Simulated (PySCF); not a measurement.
Geometry relaxation, with input and output: C10H26N2Si (part 1 of 2)

System: C10H26N2Si (SiMe2(NEt2)2), SMILES CCN(CC)[Si](C)(C)N(CC)CC.
Method: PBE0-D3(BJ)/def2-SVP geometry optimisation, gas phase (PySCF 2.14.0).

It belongs to a series of runs on one base structure; here: two ligands: Cl to NEt2.

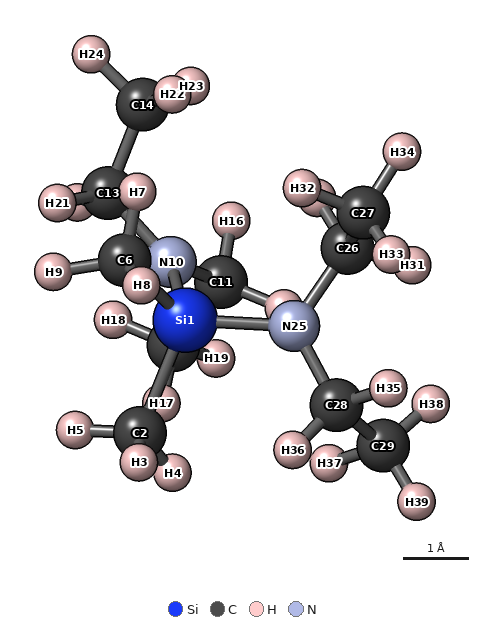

**Figure 1.** The input geometry (ball-and-stick view, seen at a tilt; atoms are numbered from 1 in the order of the input). Bond lengths as drawn: C–C 1.48 to 1.57 Å, C–H 0.98 to 1.20 Å, C–N 1.42 to 1.47 Å, C–Si 1.85 to 1.89 Å and N–Si 1.70 to 1.81 Å.

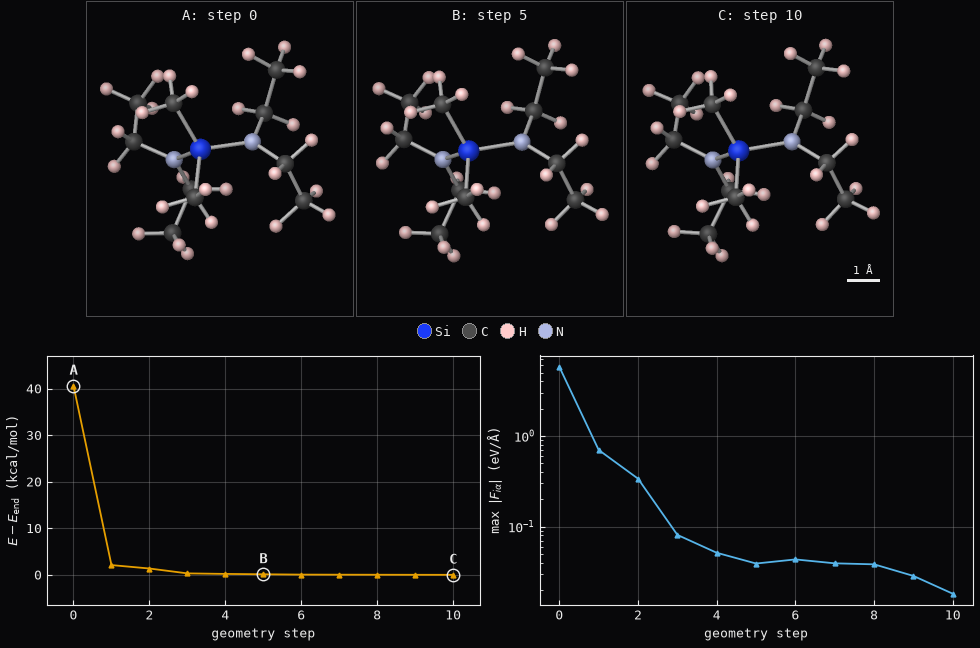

**Figure 2.** Frames of the relaxation (ball-and-stick view, seen at a tilt) above the curves, on which the letters mark them (steps are counted from 0).

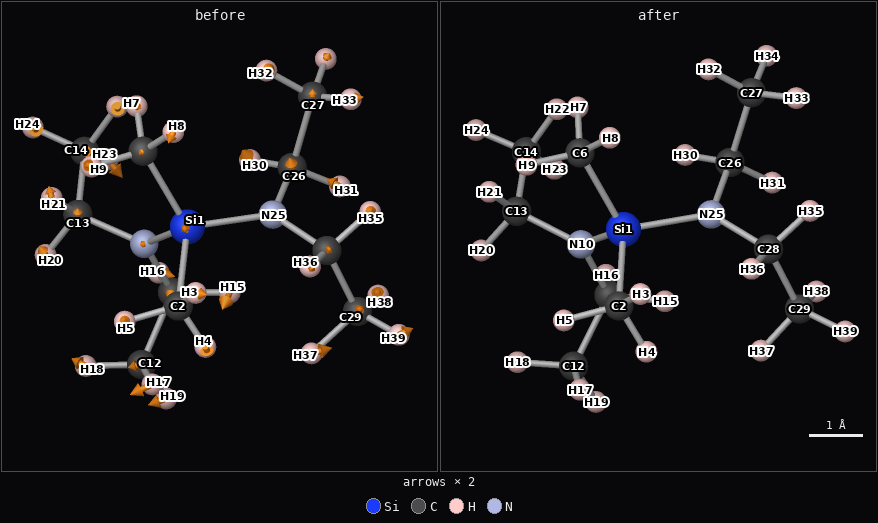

**Figure 3.** Before (left) and after (right) the relaxation, at one scale (ball-and-stick view, seen at a tilt). The orange arrows give the displacements, magnified 2 times. The largest moves after the best rigid fit, 0.24 Å, are those of H15 and H17. Largest moves by element: H 0.24 Å, C 0.14 Å, Si 0.09 Å, N 0.05 Å. Distances before and after: C2–H4 0.975 → 1.101 Å, C27–H33 0.997 → 1.101 Å, C29–H37 1.204 → 1.101 Å, C14–H22 1.194 → 1.101 Å. Among the angles that change: N25–C26–C27 106.5° → 114.3°, H32–C27–H34 101.4° → 108.1°, N10–C13–H21 104.0° → 109.5°. The energy falls by 40.6 kcal/mol in 10 geometry steps. Largest force component: 5.8 eV/Å at the start, 0.018 eV/Å at the end. (Atoms are counted from 1 in the order of the input.)

The input and output of the run follow.

## Input
```
{"job": {"xc": "PBE0", "basis": "def2-SVP", "d3": "d3bj", "grid": 1, "maxiter": 40, "shake": 0.03, "kind": "geom"}, "charge": 0, "multiplicity": 1}
Si     0.861910    -0.079790     0.580580
C      0.821860    -0.053060     2.470730
H      1.467240    -0.797870     2.823140
H     -0.035730    -0.241270     2.895370
H      1.160310     0.899160     2.834370
C      2.605090     0.045360    -0.028610
H      2.728620     0.225670    -1.083520
H      3.141580    -0.908370     0.154960
H      3.187360     0.804350     0.558530
N     -0.019610     1.374970    -0.044180
C     -1.475040     1.502810     0.046170
C     -1.886440     2.260900     1.294850
C      0.586340     2.564280    -0.645780
C      0.649030     2.532000    -2.126340
H     -1.890540     0.476090     0.031010
H     -1.827520     2.074580    -0.844580
H     -1.552800     1.767860     2.155120
H     -1.526300     3.284600     1.310740
H     -2.995630     2.298270     1.306970
H      0.106970     3.472140    -0.257410
H      1.646000     2.546360    -0.273310
H      1.228240     1.568860    -2.529700
H     -0.288990     2.562910    -2.616630
H      1.209870     3.409290    -2.538440
N     -0.014360    -1.426210     0.014110
C     -0.409790    -1.503010    -1.399200
C      0.650390    -2.421230    -2.108880
C     -0.424170    -2.476840     0.878450
C     -1.893320    -2.423570     1.279890
H     -0.459650    -0.509430    -1.887310
H     -1.378510    -2.029250    -1.495040
H      1.651570    -1.929620    -2.141200
H      0.740450    -3.334930    -1.720590
H      0.387450    -2.461750    -3.197860
H     -0.309040    -3.416260     0.279240
H      0.204440    -2.521890     1.737240
H     -2.048250    -1.410080     1.911070
H     -2.532570    -2.458640     0.440080
H     -2.174200    -3.236210     1.867850
```

The first line tells a small driver script what to run in PySCF; the rest is the geometry in Å.

Launched with:
```bash
OMP_NUM_THREADS=2 python <driver script> task.json out
```

## Log
```
step   0  E = -794.56606125  max force = 0.112518
step   1  E = -794.62745489  max force = 0.013631
step   2  E = -794.62862469  max force = 0.006573
step   3  E = -794.63029415  max force = 0.001578
step   4  E = -794.63047500  max force = 0.001001
step   5  E = -794.63059898  max force = 0.000762
step   6  E = -794.63071037  max force = 0.000846
step   7  E = -794.63074090  max force = 0.000767
step   8  E = -794.63075968  max force = 0.000747
step   9  E = -794.63077637  max force = 0.000556
step  10  E = -794.63078888  max force = 0.000355
optimisation converged
```

## Trajectory as extended XYZ (Å, eV, eV/Å), 11 frames, from step=0 to step=10
```
39
Properties=species:S:1:pos:R:3:forces:R:3 step=0 energy=-21621.24381
Si    0.8619   -0.0798    0.5806   -1.2427   2.4743   0.0186
C     0.8219   -0.0531    2.4707    3.9780   1.2498  -3.4921
H     1.4672   -0.7979    2.8231    1.5898  -1.4079   0.8559
H    -0.0357   -0.2413    2.8954   -5.6003  -1.0467   2.2691
H     1.1603    0.8992    2.8344    0.4415   0.8287   0.1808
C     2.6051    0.0454   -0.0286    1.1786  -0.1555   1.2113
H     2.7286    0.2257   -1.0835   -0.0860   0.3659  -0.7673
H     3.1416   -0.9084    0.1550   -0.2359   0.0721   0.0836
H     3.1874    0.8044    0.5585   -0.3736  -0.2622  -0.4804
N    -0.0196    1.3750   -0.0442   -0.0076  -0.1326  -0.3112
C    -1.4750    1.5028    0.0462    1.1280  -0.0209  -0.0140
C    -1.8864    2.2609    1.2949   -1.7607   0.2033  -1.7106
C     0.5863    2.5643   -0.6458    1.5001  -1.6004   1.5490
C     0.6490    2.5320   -2.1263    2.7303  -1.0620  -1.7333
H    -1.8905    0.4761    0.0310   -0.2784   0.3043  -0.0073
H    -1.8275    2.0746   -0.8446   -0.1170  -0.4855   0.1521
H    -1.5528    1.7679    2.1551    0.6416  -0.9586   1.7598
H    -1.5263    3.2846    1.3107    0.2713   0.4504  -0.0755
H    -2.9956    2.2983    1.3070    0.1857   0.1360   0.2666
H     0.1070    3.4721   -0.2574   -0.0250   0.2406   0.0026
H     1.6460    2.5464   -0.2733   -0.5384   0.5577  -0.1757
H     1.2282    1.5689   -2.5297   -1.1967   1.8550   0.9035
H    -0.2890    2.5629   -2.6166   -1.5656  -0.1611  -0.5929
H     1.2099    3.4093   -2.5384   -0.1633  -0.3632   0.2891
N    -0.0144   -1.4262    0.0141   -0.5993   0.9055  -0.7024
C    -0.4098   -1.5030   -1.3992    1.6678  -1.8705   0.3849
C     0.6504   -2.4212   -2.1089   -0.7151   5.7859  -3.2219
C    -0.4242   -2.4768    0.8784   -1.4455  -1.2891  -1.8413
C    -1.8933   -2.4236    1.2799    1.4453   3.8775   1.5873
H    -0.4597   -0.5094   -1.8873   -0.0183  -0.2250   0.3504
H    -1.3785   -2.0293   -1.4950   -0.1071   0.4067   0.0589
H     1.6516   -1.9296   -2.1412   -0.4040  -0.1711   0.4112
H     0.7405   -3.3349   -1.7206    0.2164  -4.2357   1.8694
H     0.3875   -2.4617   -3.1979    0.0135  -0.4534   0.5095
H    -0.3090   -3.4163    0.2792    0.2620  -0.0420   0.6557
H     0.2044   -2.5219    1.7372    0.7396  -0.2092   0.9767
H    -2.0482   -1.4101    1.9111   -0.0604  -2.1708  -1.4114
H    -2.5326   -2.4586    0.4401   -0.9897   0.3918  -1.3892
H    -2.1742   -3.2362    1.8679   -0.4590  -1.7819   1.5804
39
Properties=species:S:1:pos:R:3:forces:R:3 step=1 energy=-21622.91442
Si    0.8594   -0.0201    0.5932   -0.1149   0.7009  -0.1262
C     0.8298   -0.0195    2.4734    0.3181  -0.2994  -0.0834
H     1.5093   -0.7921    2.8752   -0.0520   0.0631   0.0520
H    -0.1667   -0.1971    2.8927   -0.1419   0.0231   0.0508
H     1.1907    0.9590    2.8237   -0.0172   0.0156   0.0265
C     2.6414    0.0714    0.0303    0.3610  -0.2596   0.1054
H     2.7653    0.2591   -1.0465   -0.0717   0.0579  -0.0079
H     3.1425   -0.8886    0.2471   -0.0702   0.0230  -0.0155
H     3.2032    0.8373    0.5890   -0.0360   0.0910  -0.0679
N     0.0570    1.3995   -0.0633   -0.2117  -0.2937   0.0788
C    -1.3977    1.4311    0.0750    0.3508   0.4027  -0.0160
C    -1.8986    2.1548    1.3234   -0.0800   0.0074  -0.1592
C     0.6966    2.5519   -0.6860   -0.2378  -0.3873   0.3494
C     0.6569    2.5356   -2.2012    0.0610   0.1660  -0.4075
H    -1.7705    0.3941    0.0947    0.0088   0.0172  -0.0991
H    -1.8271    1.9134   -0.8216   -0.1236  -0.0791  -0.0238
H    -1.4975    1.6858    2.2337    0.0040   0.0518   0.0182
H    -1.5985    3.2133    1.3128    0.0623   0.0275   0.0835
H    -3.0010    2.1291    1.3820    0.0708  -0.0171  -0.0170
H     0.2198    3.4733   -0.3085    0.0244   0.1050   0.0084
H     1.7502    2.6067   -0.3593   -0.1052  -0.0139   0.0144
H     1.1688    1.6492   -2.5942    0.0549  -0.2006  -0.0105
H    -0.3652    2.5301   -2.6158   -0.0100  -0.0184   0.1592
H     1.1726    3.4101   -2.6358   -0.0596   0.0254   0.1135
N    -0.0149   -1.4085    0.0240   -0.0261  -0.1832  -0.1386
C    -0.3521   -1.5183   -1.3878    0.2648  -0.5172   0.2134
C     0.6348   -2.3571   -2.2103   -0.0667   0.6349  -0.0840
C    -0.4807   -2.4798    0.8809   -0.2203  -0.1477  -0.1932
C    -1.9551   -2.3716    1.2739    0.1824  -0.0590  -0.0392
H    -0.4064   -0.5047   -1.8039   -0.1102   0.1342  -0.1266
H    -1.3524   -1.9762   -1.4713   -0.1316   0.1484  -0.1107
H     1.6269   -1.8790   -2.1989    0.0739  -0.1410   0.1429
H     0.7163   -3.3764   -1.8170    0.0740  -0.1496  -0.0112
H     0.3378   -2.3925   -3.2743   -0.1212  -0.1500   0.1514
H    -0.3308   -3.4591    0.3786    0.1174   0.1167   0.0891
H     0.1316   -2.5090    1.7927    0.0576  -0.0511   0.0477
H    -2.1386   -1.4321    1.8075   -0.0711   0.1604   0.0748
H    -2.6068   -2.3933    0.3873   -0.0317   0.0237   0.0055
H    -2.2581   -3.1985    1.9362    0.0244  -0.0281  -0.0473
39
Properties=species:S:1:pos:R:3:forces:R:3 step=2 energy=-21622.94625
Si    0.8173   -0.0304    0.5987   -0.3380   0.0989   0.0464
C     0.8404   -0.0997    2.4794    0.0340  -0.1764   0.0463
H     1.5472   -0.8637    2.8541   -0.1003   0.0870  -0.0240
H    -0.1530   -0.3120    2.9138    0.1171   0.0753  -0.0517
H     1.1808    0.8790    2.8546   -0.0316  -0.0243   0.0221
C     2.5952    0.1065    0.0055    0.1165  -0.0852  -0.0110
H     2.6772    0.3207   -1.0719   -0.0137  -0.0022   0.0367
H     3.1173   -0.8461    0.1937   -0.0617  -0.0062   0.0033
H     3.1462    0.8853    0.5557    0.0088   0.0470  -0.0278
N    -0.0248    1.3746   -0.0188   -0.1274   0.2401  -0.1475
C    -1.4589    1.5972    0.0544    0.1347  -0.3125   0.2570
C    -1.9077    2.4198    1.2595    0.0401  -0.0289   0.0099
C     0.6753    2.4813   -0.6281    0.1700   0.1030   0.0083
C     0.6349    2.4717   -2.1493   -0.0170   0.0998  -0.1254
H    -1.9644    0.6190    0.0712   -0.0629  -0.0756   0.0080
H    -1.7982    2.1011   -0.8690   -0.0179  -0.0782  -0.0197
H    -1.6091    1.9336    2.2028   -0.0036   0.0213  -0.0530
H    -1.4639    3.4287    1.2436    0.0099  -0.0347   0.0355
H    -3.0026    2.5418    1.2709    0.0006  -0.0006  -0.0168
H     0.2543    3.4333   -0.2524    0.0597   0.0302  -0.0289
H     1.7239    2.4769   -0.2947    0.0246   0.0831  -0.0392
H     1.0906    1.5529   -2.5441    0.0210  -0.0866  -0.0140
H    -0.3979    2.5224   -2.5359    0.0811  -0.0128   0.0544
H     1.1898    3.3245   -2.5724   -0.0309   0.0331   0.0179
N    -0.0124   -1.4494    0.0184   -0.0891  -0.0117   0.0569
C    -0.3510   -1.5705   -1.3867    0.0983  -0.0891   0.1282
C     0.6686   -2.3561   -2.2010    0.0230   0.0524  -0.0113
C    -0.4206   -2.5545    0.8614   -0.0283   0.0598   0.0387
C    -1.8892   -2.5099    1.2767    0.0302  -0.1776  -0.0548
H    -0.4519   -0.5567   -1.8063   -0.0590   0.0290  -0.0469
H    -1.3411   -2.0525   -1.4804   -0.0508   0.0753  -0.0590
H     1.6480   -1.8542   -2.1751    0.0346  -0.0602   0.0525
H     0.7919   -3.3805   -1.8089    0.0243   0.0831  -0.0693
H     0.3642   -2.4191   -3.2572   -0.0411  -0.0922  -0.0176
H    -0.2184   -3.5123    0.3461    0.0203  -0.0137   0.0070
H     0.2066   -2.5752    1.7678   -0.0121  -0.0125  -0.0365
H    -2.1119   -1.5899    1.8329    0.0039   0.1060   0.0522
H    -2.5568   -2.5383    0.3988    0.0306  -0.0005   0.0621
H    -2.1439   -3.3681    1.9241    0.0019   0.0573  -0.0889
39
Properties=species:S:1:pos:R:3:forces:R:3 step=3 energy=-21622.99168
Si    0.8213   -0.0100    0.5921    0.0207   0.0207   0.0131
C     0.8316   -0.0785    2.4733   -0.0267  -0.0647   0.0171
H     1.5143   -0.8542    2.8599   -0.0392   0.0222  -0.0243
H    -0.1692   -0.2631    2.8980    0.0584   0.0366  -0.0192
H     1.1865    0.8931    2.8522   -0.0087  -0.0031   0.0173
C     2.6099    0.0777    0.0128    0.0176   0.0014   0.0132
H     2.7000    0.2762   -1.0661   -0.0072  -0.0029  -0.0031
H     3.1018   -0.8868    0.2168   -0.0208  -0.0018   0.0063
H     3.1758    0.8542    0.5523    0.0001   0.0172  -0.0249
N     0.0036    1.3969   -0.0420    0.0291   0.0194  -0.0687
C    -1.4329    1.5287    0.0878    0.0277   0.0241   0.0719
C    -1.8773    2.3293    1.3071   -0.0204   0.0002   0.0028
C     0.6745    2.5191   -0.6654   -0.0108  -0.0013   0.0168
C     0.6204    2.5049   -2.1880    0.0071  -0.0605  -0.0413
H    -1.8763    0.5195    0.1291    0.0003  -0.0165   0.0162
H    -1.8448    1.9980   -0.8244   -0.0295  -0.0233  -0.0291
H    -1.5111    1.8659    2.2364   -0.0082  -0.0034  -0.0155
H    -1.4928    3.3615    1.2759    0.0112  -0.0200   0.0012
H    -2.9757    2.3858    1.3630   -0.0172   0.0145   0.0042
H     0.2416    3.4671   -0.2918    0.0077  -0.0073  -0.0096
H     1.7272    2.5447   -0.3473    0.0431  -0.0145   0.0261
H     1.0946    1.5915   -2.5865   -0.0297   0.0643   0.0316
H    -0.4185    2.5275   -2.5541    0.0154  -0.0120  -0.0027
H     1.1440    3.3751   -2.6152   -0.0135   0.0098   0.0039
N    -0.0242   -1.4219    0.0150   -0.0782   0.0572   0.0235
C    -0.3340   -1.5499   -1.3955    0.0811  -0.0224   0.0662
C     0.6894   -2.3653   -2.1744    0.0074  -0.0041  -0.0408
C    -0.4568   -2.5170    0.8569    0.0165   0.0540   0.0216
C    -1.9282   -2.4513    1.2508   -0.0146  -0.0027   0.0382
H    -0.4068   -0.5384   -1.8321   -0.0098  -0.0171   0.0067
H    -1.3352   -2.0042   -1.5153   -0.0138   0.0319  -0.0217
H     1.6831   -1.8936   -2.1252   -0.0090  -0.0149   0.0136
H     0.7820   -3.3867   -1.7703    0.0030   0.0316  -0.0200
H     0.4050   -2.4442   -3.2351   -0.0025  -0.0434  -0.0295
H    -0.2546   -3.4775    0.3479   -0.0081  -0.0396  -0.0019
H     0.1580   -2.5442    1.7710   -0.0060   0.0061  -0.0182
H    -2.1446   -1.5234    1.8073    0.0307  -0.0665  -0.0280
H    -2.5843   -2.4686    0.3657    0.0106   0.0094   0.0149
H    -2.2049   -3.3065    1.8895   -0.0137   0.0212  -0.0278
```
